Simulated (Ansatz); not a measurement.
## Simulated XPS, UPS and emission spectra of AgSbH2C2N2F6

Aim: the valence spectrum of AgSbH2C2N2F6 from He I to hard X-rays, and which orbitals make each feature. Spin–orbit coupling is left out of the bands throughout.

Calculated with Ansatz 0.2.0; DFT, LDA, plane-wave PAW, default files, scalar-relativistic, in the first sound run; inputs show where later runs differ.

**1. Starting point**

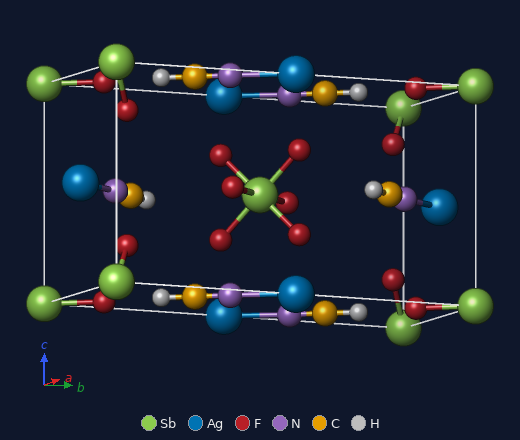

The starting structure, seen from a free direction (antimony green, silver blue, fluorine red, nitrogen purple, carbon orange, hydrogen light grey). Some periodic images of atoms are drawn too.

**2. Self-consistent run, DOS and bands**

First the ground state, then the DOS by atom and shell, which the cross sections turn into spectra. The DOS is taken on a denser mesh than the density.

The input, input.yaml:

```yaml
crystal:
  lattice:
    - [5.320154, 0.0, 0.0]
    - [0.0, 12.526935, 0.0]
    - [0.0, 0.0, 7.010653]
  atoms:
    - { symbol: Sb, position: [0.0, 0.0, 0.0] }
    - { symbol: Sb, position: [0.5, 0.5, 0.5] }
    - { symbol: Ag, position: [0.5, 0.0, 0.5] }
    - { symbol: Ag, position: [0.0, 0.5, 0.0] }
    - { symbol: F, position: [0.200525, 0.930762, 0.807556] }
    - { symbol: F, position: [0.799475, 0.069238, 0.807556] }
    - { symbol: F, position: [0.700525, 0.569238, 0.692444] }
    - { symbol: F, position: [0.299475, 0.430762, 0.692444] }
    - { symbol: F, position: [0.799475, 0.069238, 0.192444] }
    - { symbol: F, position: [0.200525, 0.930762, 0.192444] }
    - { symbol: F, position: [0.299475, 0.430762, 0.307556] }
    - { symbol: F, position: [0.700525, 0.569238, 0.307556] }
    - { symbol: F, position: [0.77598, 0.878896, 0.0] }
    - { symbol: F, position: [0.22402, 0.121104, 0.0] }
    - { symbol: F, position: [0.27598, 0.621104, 0.5] }
    - { symbol: F, position: [0.72402, 0.378896, 0.5] }
    - { symbol: "N", position: [0.714024, 0.859858, 0.5] }
    - { symbol: "N", position: [0.285976, 0.140142, 0.5] }
    - { symbol: "N", position: [0.214024, 0.640142, 0.0] }
    - { symbol: "N", position: [0.785976, 0.359858, 0.0] }
    - { symbol: C, position: [0.854259, 0.789418, 0.5] }
    - { symbol: C, position: [0.145741, 0.210582, 0.5] }
    - { symbol: C, position: [0.354259, 0.710582, 0.0] }
    - { symbol: C, position: [0.645741, 0.289418, 0.0] }
    - { symbol: H, position: [0.977731, 0.72072, 0.5] }
    - { symbol: H, position: [0.022269, 0.27928, 0.5] }
    - { symbol: H, position: [0.477731, 0.77928, 0.0] }
    - { symbol: H, position: [0.522269, 0.22072, 0.0] }
kpoints:
  mp_grid: { grid: [4, 2, 4] }
  band_path:
    path:
      - [0.0, 0.0, 0.0]
      - [0.5, 0.0, 0.0]
      - [0.5, 0.5, 0.0]
      - [0.0, 0.5, 0.0]
      - [0.0, 0.0, 0.0]
      - [0.0, 0.0, 0.5]
      - [0.5, 0.0, 0.5]
      - [0.5, 0.5, 0.5]
      - [0.0, 0.5, 0.5]
      - [0.0, 0.0, 0.5]
    npoints: 6
scf:
  occupations: { method: fermi_dirac, width: 0.02 }
  n_extra_bands: 40
hamiltonian:
  xc: lda
  pseudopotentials: { kind: paw }
output:
  forces: true
  stress: true
  dos:
    projected:
      site_lists:
        Sb1: [0, 1]
        Ag3: [2, 3]
        F5: [4, 5, 6, 7, 8, 9, 10, 11]
        F13: [12, 13, 14, 15]
        N17: [16, 17, 18, 19]
        C21: [20, 21, 22, 23]
        H25: [24, 25, 26, 27]
    de: 0.05
    e_range: [-30, 12]
    nscf_kmesh: { grid: [8, 4, 6] }
  fatbands: true
  write_density: true
  write_potential: true
  elf: true
  volumetric_format: npy
```

The run is started by

```bash
$ ansatz run input.yaml --threads 4 --pin off --max-ram 8192MiB --backend cpu --events-out ev --progress --plain --runs-dir out
```

Numbers of over 12 decimals in the logs are rounded to 6 here.

What it wrote:

```text
scf.n_extra_bands = 40 over 96 filled bands (N_el = 192.0): the run solves 136 bands
Engine: ansatz 0.2.0, x86_64-unknown-linux-gnu
Pseudopotentials: kind: paw
Pseudopotential: Sb, paw, valence charge 15, recommended cutoff 420 eV (normal), Sb.paw.azcp
Pseudopotential: Ag, paw, valence charge 19, recommended cutoff 420 eV (normal), Ag.paw.azcp
Pseudopotential: F, paw, valence charge 7, recommended cutoff 420 eV (normal), F.paw.azcp
Pseudopotential: N, paw, valence charge 5, recommended cutoff 420 eV (normal), N.paw.azcp
Pseudopotential: C, paw, valence charge 4, recommended cutoff 420 eV (normal), C.paw.azcp
Pseudopotential: H, paw, valence charge 1, recommended cutoff 420 eV (normal), H.paw.azcp
Functional definition: SPW92
  exchange = slater_x
  correlation = pw_c
Crystal: 28 atoms, lattice volume = 467.227 Å³
Basis set: ecut = 420 eV, 9123 PW (Γ)
Bands: 136, of which v1, the nominal top of the filled ones, is band 96 counted from 1 (95 counted from 0)
Symmetry: 8 space group operations
Space group: Pnnm (ITA 58), of the structure as read, at distance tolerance 7.8e-5 Å
k-points: 18 of 32
Non-local potential: Sb, projectors of the file, l = 0: 2, l = 1: 2, l = 2: 2, l = 3: 2
Non-local potential: Ag, projectors of the file, l = 0: 3, l = 1: 2, l = 2: 2, l = 3: 1
Non-local potential: F, projectors of the file, l = 0: 2, l = 1: 2, l = 2: 1
Non-local potential: N, projectors of the file, l = 0: 2, l = 1: 2, l = 2: 1
Non-local potential: C, projectors of the file, l = 0: 2, l = 1: 2, l = 2: 1
Non-local potential: H, projectors of the file, l = 0: 2, l = 1: 1
PAW form: soft (Blöchl's): semilocal exchange-correlation on the pseudo side does not see the compensation charge
PAW frozen core: Sb, regenerated for the run's functional, and the local potential with it (the file was generated under x = pbe(κ = 0.804, μ = 0.219515), c = pbe(β = 0.066725))
PAW frozen core: Ag, regenerated for the run's functional, and the local potential with it (the file was generated under x = pbe(κ = 0.804, μ = 0.219515), c = pbe(β = 0.066725))
PAW frozen core: F, regenerated for the run's functional, and the local potential with it (the file was generated under x = pbe(κ = 0.804, μ = 0.219515), c = pbe(β = 0.066725))
PAW frozen core: N, regenerated for the run's functional, and the local potential with it (the file was generated under x = pbe(κ = 0.804, μ = 0.219515), c = pbe(β = 0.066725))
PAW frozen core: C, regenerated for the run's functional, and the local potential with it (the file was generated under x = pbe(κ = 0.804, μ = 0.219515), c = pbe(β = 0.066725))
PAW one-centre angular grid: Sb, 590 points (default); XC on 64 Gauss nodes
PAW one-centre angular grid: Ag, 590 points (default); XC on 64 Gauss nodes
PAW one-centre angular grid: F, 110 points (default); XC on 64 Gauss nodes
PAW one-centre angular grid: N, 110 points (default); XC on 64 Gauss nodes
PAW one-centre angular grid: C, 110 points (default); XC on 64 Gauss nodes
PAW one-centre angular grid: H, 110 points (default); XC on 64 Gauss nodes
Initial density: superposition of atomic densities (neutral atoms: chi_scale 0, normalization atom), corrected by the library's trained network
Initial wavefunctions: pseudopotential atomic-orbital guess
Functional: x = slater, c = lda
SCF iter   1: F=—  HF=-39636.370398 eV  |F-HF|=—  |Δ(HF+E_count)|=         —  Δρ=1.52e-2  dr2=8.34e-1  ethr=1.77e-3  ⟨swp⟩=5.0  Hψ=9793  notcnv=0  defer=396
preconditioner: auto → Resta (q_TF=auto, 2.352 Å⁻¹)  ε∞=3.0  [insulator: Δε(μ)=3.148 eV  Ē_g=15.247 eV  σ=0.020 eV  W_gap=1.00  n_scr=98 (ndim 8)  ℏωp=21.5 eV  f_vac=0.290  D(μ)=0.00/eV (n_scr^D=0)  ε∞_Penn≈3.0]
SCF iter   2: F=—  HF=-39636.120402 eV  |F-HF|=—  |Δ(HF+E_count)|=   2.50e-1  Δρ=5.01e-3  dr2=7.60e-2  ethr=4.34e-4  ⟨swp⟩=2.9  Hψ=4203  notcnv=0  defer=614
SCF iter   3: F=—  HF=-39636.097358 eV  |F-HF|=—  |Δ(HF+E_count)|=   2.30e-2  Δρ=2.06e-3  dr2=2.30e-2  ethr=3.96e-5  ⟨swp⟩=2.0  Hψ=3032  notcnv=0  defer=626
SCF iter   4: F=—  HF=-39636.088748 eV  |F-HF|=—  |Δ(HF+E_count)|=   8.61e-3  Δρ=4.92e-4  dr2=9.85e-4  ethr=1.20e-5  ⟨swp⟩=2.0  Hψ=2997  notcnv=0  defer=626
SCF iter   5: F=—  HF=-39636.088748 eV  |F-HF|=—  |Δ(HF+E_count)|=   5.09e-7  Δρ=3.59e-4  dr2=4.29e-4  ethr=5.13e-7  ⟨swp⟩=2.0  Hψ=3393  notcnv=0  defer=626
SCF iter   6: F=—  HF=-39636.088679 eV  |F-HF|=—  |Δ(HF+E_count)|=   6.90e-5  Δρ=9.94e-5  dr2=3.45e-5  ethr=2.24e-7  ⟨swp⟩=2.0  Hψ=3134  notcnv=0  defer=626
SCF iter   7: F=—  HF=-39636.088896 eV  |F-HF|=—  |Δ(HF+E_count)|=   2.18e-4  Δρ=2.81e-5  dr2=4.65e-6  ethr=1.79e-8  ⟨swp⟩=2.0  Hψ=2940  notcnv=0  defer=626
SCF iter   8: F=—  HF=-39636.088897 eV  |F-HF|=—  |Δ(HF+E_count)|=   7.09e-7  Δρ=1.40e-5  dr2=1.03e-6  ethr=2.42e-9  ⟨swp⟩=2.0  Hψ=3514  notcnv=0  defer=626
SCF iter   9: F=—  HF=-39636.088897 eV  |F-HF|=—  |Δ(HF+E_count)|=   2.40e-7  Δρ=6.85e-6  dr2=2.15e-7  ethr=5.38e-10  ⟨swp⟩=2.0  Hψ=3010  notcnv=0  defer=626
SCF iter  10: F=-39636.088897 eV  HF=-39636.088897 eV  |F-HF|=1.01e-8  |Δ(HF+E_count)|=   6.66e-9  Δρ=1.85e-6  dr2=1.96e-8  ethr=5.21e-11  ⟨swp⟩=18.0  Hψ=20471  notcnv=0
SCF 1 converged in 10 iterations: F = -39636.088897 eV  dr2 = 1.96e-8
  greatest PAW one-centre occupation: 1.002 electrons in one spin orbital (limit 2), on the Ag atom at site 3 (counted from 0), in its partial waves of l = 0
NSCF: frozen V_eff on 55 k-points
NSCF: frozen V_eff on 60 k-points
SCF converged after 10 iterations
Free energy (F): -39636.088897 eV
Harris-Foulkes:  -39636.088897 eV  (|F-HF|=1.01e-8)
Internal energy: -39636.088897 eV  (E = F + TS)
E sigma→0 (E₀):  -39636.088897 eV
Fermi energy:    1.899739 eV
--- Per-component energies (eV) ---
  E_band       = -2616.300252
  E_kinetic    = 4821.704284
  E_local      = -25664.354738  (includes V_loc(G=0)·N_el)
  E_nonlocal   = 2156.797492
  E_hartree    = 10628.239370
  E_xc         = -2004.471607
  E_vxc        = -2413.193867  (∫ρ·V_xc dr)
  E_paw        = -19508.797012  (= ΣΔE_a)
  E_vpaw       = -2773.759064  (= ΣTr[D̂ρ^β])
  E_aug_tail   = 0.020081  (compensation charges beyond the density's cutoff)
  E_ewald      = -10069.724556
  E_core_change = 4.497789  (= ΣΔE_core)
  E_smearing   = -0.000000  (= −TS)
  E_closure    = 0.000000  (closes the sum)
  Σ components = -39636.088897   (vs F -39636.088897, Δ=0.00e0)
--- Forces (eV/Å), atoms counted from 1 ---
  atom   1  Sb     0.00000000     0.00000000     0.00000000
  atom   2  Sb     0.00000000     0.00000000     0.00000000
  atom   3  Ag     0.00000000     0.00000000     0.00000000
  atom   4  Ag    -0.00000000     0.00000000     0.00000000
  atom   5  F     -0.35426399     0.33606473     0.41501811
  atom   6  F      0.35426399    -0.33606473     0.41501811
  atom   7  F     -0.35426399    -0.33606473    -0.41501811
  atom   8  F      0.35426399     0.33606473    -0.41501811
  atom   9  F      0.35426399    -0.33606473    -0.41501811
  atom  10  F     -0.35426399     0.33606473    -0.41501811
  atom  11  F      0.35426399     0.33606473     0.41501811
  atom  12  F     -0.35426399    -0.33606473     0.41501811
  atom  13  F      0.32252545     0.49836986     0.00000000
  atom  14  F     -0.32252545    -0.49836986     0.00000000
  atom  15  F      0.32252545    -0.49836986     0.00000000
  atom  16  F     -0.32252545     0.49836986     0.00000000
  atom  17  N      0.45952177    -0.23434963     0.00000000
  atom  18  N     -0.45952177     0.23434963     0.00000000
  atom  19  N      0.45952177     0.23434963     0.00000000
  atom  20  N     -0.45952177    -0.23434963     0.00000000
  atom  21  C     -1.12568873     1.08873116     0.00000000
  atom  22  C      1.12568873    -1.08873116     0.00000000
  atom  23  C     -1.12568873    -1.08873116     0.00000000
  atom  24  C      1.12568873     1.08873116     0.00000000
  atom  25  H      0.37316958    -0.37459778     0.00000000
  atom  26  H     -0.37316958     0.37459778     0.00000000
  atom  27  H      0.37316958     0.37459778     0.00000000
  atom  28  H     -0.37316958    -0.37459778     0.00000000
  max |Σ_I F_I| component: 5.00e-16 eV/Å
--- Stress (GPa, compression-positive) ---
       -4.655665       0.000000       0.000000
        0.000000      -5.892642       0.000000
        0.000000       0.000000      -3.199256
  P = ⅓ Tr σ = -4.5825 GPa (-45.825 kbar)
--- Band table (eV; the first three rows and the last of 18) ---
  k-point 0: bands = [... 92 lower, -0.5240, -0.5200, 0.2631, 0.3333, 3.3056, 3.3739, 4.6236, 4.9440, ... 36 higher]
  k-point 1: bands = [... 92 lower, -0.5783, -0.5749, 0.3483, 0.3963, 3.2915, 3.3435, 4.6944, 4.9177, ... 36 higher]
  k-point 2: bands = [... 92 lower, -0.6323, -0.6323, 0.4464, 0.4464, 3.2934, 3.2934, 4.8277, 4.8277, ... 36 higher]
  k-point 17: bands = [... 92 lower, -0.6300, -0.6300, 0.5105, 0.5105, 3.5587, 3.5587, 4.9557, 4.9557, ... 36 higher]
```

Wall time 91 s (4 threads of INTEL XEON PLATINUM 8581C at 2.10GHz (Emerald Rapids), shared host); peak memory 3 GiB; 5.9 min of CPU time.

The column dr2 measures how far the density is from self-consistency, as an energy; F and HF (Harris–Foulkes) agree once it is small.

This step gave:

| Quantity | Value |
| --- | --- |
| free energy | -39636.0889 eV |
| Fermi energy | 1.900 eV |
| symmetry operations | 8 |
| pressure | -4.583 GPa |
| gap on the k-mesh | 2.781 eV |
| zero of energy | valence-band maximum |
| share of occupied states in no projected shell | 0.0072 of the occupied states in the window |
| gap on the path | 2.776 eV |
| least direct gap on the path | 2.841 eV |
| valence top on path | 0 eV |

The electronic bands at the labelled points (eV, zero at the valence-band maximum; v1 is the highest filled band, c1 the lowest empty one):

| point | v4 | v3 | v2 | v1 | c1 | c2 | c3 | c4 |
| --- | --- | --- | --- | --- | --- | --- | --- | --- |
| Γ | -1.03 | -1.03 | -0.25 | -0.18 | 2.79 | 2.86 | 4.11 | 4.43 |
| X | -1.07 | -1.07 | -0.09 | -0.09 | 2.89 | 2.89 | 4.50 | 4.50 |
| S | -1.07 | -1.07 | -0.09 | -0.09 | 2.89 | 2.89 | 4.52 | 4.52 |
| Y | -1.03 | -1.03 | -0.21 | -0.21 | 2.83 | 2.83 | 4.26 | 4.26 |
| Γ | -1.03 | -1.03 | -0.25 | -0.18 | 2.79 | 2.86 | 4.11 | 4.43 |
| Z | -1.14 | -1.14 | -0.06 | -0.06 | 2.78 | 2.78 | 4.32 | 4.32 |
| U | -1.14 | -1.14 | 0.00 | 0.00 | 3.05 | 3.05 | 4.44 | 4.44 |
| R | -1.14 | -1.14 | 0.00 | 0.00 | 3.05 | 3.05 | 4.45 | 4.45 |
| T | -1.14 | -1.14 | -0.06 | -0.06 | 2.78 | 2.78 | 4.28 | 4.28 |
| Z | -1.14 | -1.14 | -0.06 | -0.06 | 2.78 | 2.78 | 4.32 | 4.32 |

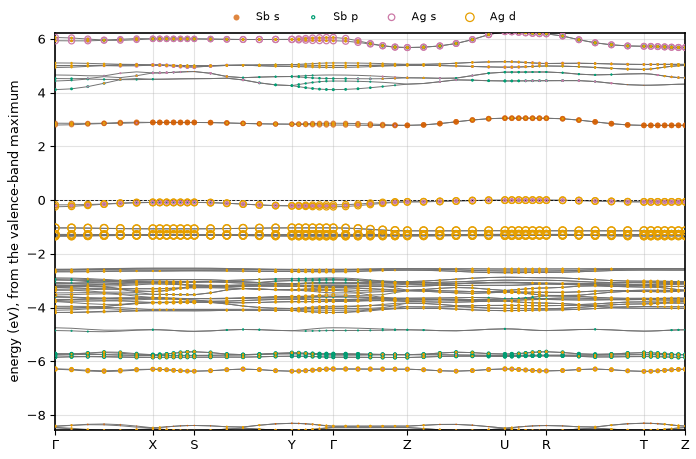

Electronic bands along the path; dots are coloured as in the legend, and their area grows with the weight.

The DOS has structure finer than the step of the table below, so its rows give means over 2.5 eV, whole bins alone (the curve runs from -24.4 to 11.4 eV). Peaks (eV: height): total -22.13: 109, -21.23: 80, -3.13: 82.7, -1.33: 99.0; F 2p -5.73: 56.2, -3.63: 43.5, -3.13: 66.1, -2.63: 65.5; Ag 4d -1.33: 85.5, -0.03: 13.5; N 2p -6.33: 16.6, -4.83: 23.7, -3.33: 9.60, 4.97: 15.0; C 2p -8.53: 11.3, -1.33: 9.14, 4.47: 11.4, 4.97: 19.8.

* holds the states left over by the projection beside any projected weight of its own. DOS against E, zero at the valence-band maximum; means over each step; 7 of 14 lines; values in states/eV/cell:

| E (eV) | total | F 2p | Ag 4d | N 2p | C 2p | H 1s | C 2s |
| --- | --- | --- | --- | --- | --- | --- | --- |
| -22.5 | 7.74 | 0.0737 | 0.00184 | 6.9e-4 | 0.00394 | 0.0121 | 8.5e-5 |
| -20.0 | 1.86 | 0.00166 | 5.2e-4 | 9.7e-5 | 6.8e-4 | 0.00336 | 1.8e-5 |
| -17.5 | 3.20 | 2.4e-4 | 0.0115 | 0.315 | 0.519 | 0.0636 | 0.770 |
| -15.0 | 0 | 0 | 0 | 0 | 0 | 0 | 0 |
| -12.5 | 0 | 0 | 0 | 0 | 0 | 0 | 0 |
| -10.0 | 1.60 | 0.745 | 0.00211 | 0.00475 | 0.0568 | 0.0711 | 0.0344 |
| -7.5 | 4.67 | 0.245 | 0.311 | 0.760 | 1.07 | 0.912 | 0.760 |
| -5.0 | 13.3 | 8.71 | 0.297 | 1.99 | 0.771 | 0.0759 | 0.0374 |
| -2.5 | 26.0 | 16.9 | 3.94 | 2.80 | 2.07 | 0.00121 | 0.0208 |
| 0.0 | 4.01 | 0.231 | 3.25 | 0.137 | 0.0465 | 0.00488 | 0.00288 |
| 2.5 | 1.60 | 0.650 | 0.0202 | 0.0142 | 0.0124 | 0.0133 | 0.0101 |
| 5.0 | 7.99 | 0.107 | 0.130 | 2.43 | 3.29 | 0.0383 | 0.0399 |
| 7.5 | 7.72 | 0.577 | 0.00770 | 0.132 | 0.177 | 0.502 | 0.419 |
| 10.0 | 10.7 | 0.320 | 0.00432 | 0.141 | 0.190 | 0.874 | 0.524 |

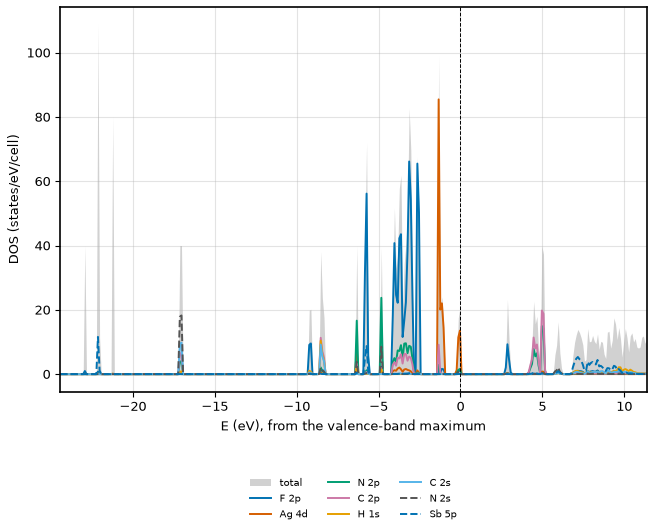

DOS, plotted against E.

This run's widths, added to any smearing of the DOS itself: Gaussian 0.3 eV, Lorentzian 0.05 eV. The intensity by binding energy, zero at the valence-band maximum; values in % of the maximum within 13 eV:

| binding energy (eV) | 21.2 eV | 150 eV | 1486.7 eV | 5414.7 eV |
| --- | --- | --- | --- | --- |
| 0.0 | 10.3 | 5.03 | 18.2 | 20.5 |
| 2.5 | 39.9 | 51.5 | 5.54 | 3.36 |
| 5.0 | 10.8 | 6.11 | 1.53 | 2.06 |
| 7.5 | - | 0.211 | 0.0800 | 0.125 |
| 10.0 | - | 0.134 | 0.0599 | 0.154 |
| 12.5 | - | 0.0325 | 0.0158 | 0.0258 |
| 15.0 | - | 0.0389 | 0.0219 | 0.0338 |
| 17.5 | - | 1.03 | 0.498 | 0.718 |
| 20.0 | - | 0.164 | 0.157 | 0.266 |
| 22.5 | - | 4.92 | 4.65 | 8.44 |

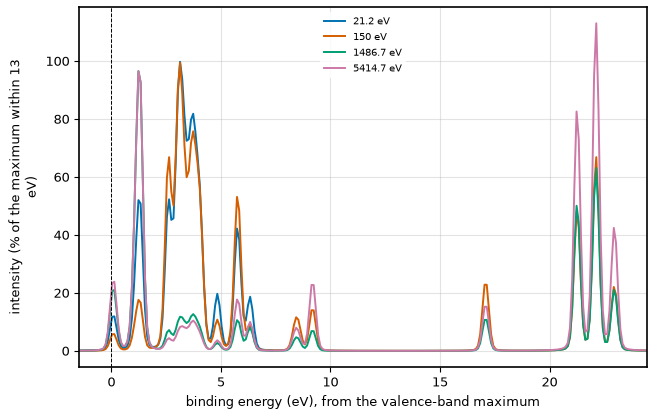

Intensity against binding energy.

Maxima picked by a test of local sharpness, so broad peaks and shoulders can be missing; peaks within 0.45 eV of a curve's cut are left out. Valence peaks, by row, the first 40 of 48 rows:

| photon energy (eV) | binding energy (eV) | height (% of the maximum within 13 eV) | main shell | its share (%) |
| --- | --- | --- | --- | --- |
| 21.2 | 6.309 | 18.86 | N 2p | 59.32 |
| 21.2 | 5.759 | 43.49 | F 2p | 86.6 |
| 21.2 | 4.859 | 19.74 | N 2p | 82.01 |
| 21.2 | 3.709 | 82.53 | F 2p | 61.87 |
| 21.2 | 3.159 | 100 | F 2p | 68.4 |
| 21.2 | 2.609 | 53.12 | F 2p | 95.21 |
| 21.2 | 1.259 | 54.17 | Ag 4d | 83.26 |
| 21.2 | 0.1088 | 12.52 | Ag 4d | 74.89 |
| 150 | 22.96 | 22.74 | F 2s | 95.19 |
| 150 | 22.11 | 67.93 | F 2s | 98.59 |
| 150 | 21.26 | 49.79 | F 2s | 99.02 |
| 150 | 17.06 | 24.27 | N 2s | 64.48 |
| 150 | 9.159 | 14.89 | F 2p | 70.18 |
| 150 | 8.459 | 11.87 | C 2s | 43.03 |
| 150 | 6.309 | 8.835 | N 2p | 36.12 |
| 150 | 5.759 | 54.78 | F 2p | 91.82 |
| 150 | 4.859 | 10.79 | N 2p | 42.8 |
| 150 | 3.709 | 76.12 | F 2p | 89.59 |
| 150 | 3.109 | 100 | F 2p | 92.79 |
| 150 | 2.609 | 68.24 | F 2p | 98.98 |
| 150 | 1.259 | 18.12 | Ag 4d | 80.87 |
| 150 | 0.1088 | 6.094 | Ag 4d | 49.99 |
| 1487 | 22.96 | 21.71 | F 2s | 91.37 |
| 1487 | 22.11 | 64.05 | F 2s | 95.85 |
| 1487 | 21.26 | 51.72 | F 2s | 87.37 |
| 1487 | 17.11 | 11.37 | N 2s | 74.26 |
| 1487 | 9.159 | 7.251 | Sb 5s | 48.74 |
| 1487 | 8.459 | 4.804 | C 2s | 44.02 |
| 1487 | 6.309 | 8.107 | Ag 4d | 76.89 |
| 1487 | 5.759 | 10.93 | F 2p | 38.68 |
| 1487 | 3.709 | 12.71 | F 2p | 45.1 |
| 1487 | 3.159 | 11.94 | F 2p | 64.3 |
| 1487 | 2.609 | 7.318 | F 2p | 77.59 |
| 1487 | 1.259 | 100 | Ag 4d | 99.66 |
| 1487 | 0.1088 | 22.09 | Ag 4d | 93.79 |
| 5415 | 22.96 | 43.75 | F 2s | 77.82 |
| 5415 | 22.11 | 114.9 | F 2s | 91.72 |
| 5415 | 21.26 | 85.31 | F 2s | 90.89 |
| 5415 | 17.11 | 16.2 | N 2s | 75.61 |
| 5415 | 9.159 | 24.17 | Sb 5s | 78.39 |

[end of part 1 of 3]

[Logs are printed without paths, hosts, clocks, repeated set-up lines and the standing remarks that a program may print on its own settings, such as how far it seeks lower states.]

[Hosts, paths, dates, database ids (printed as entryN), source tags and the programs' standing remarks are cut or masked in the printed files.]

[Maps of the electrostatic potential energy from Ansatz leave out the sawtooth potential of an applied field or a dipole correction, so their vacuum need not be flat; work functions include it.]

[Peak lists hold at most the 14 tallest peaks of each spectrum; further lines can be left out.]
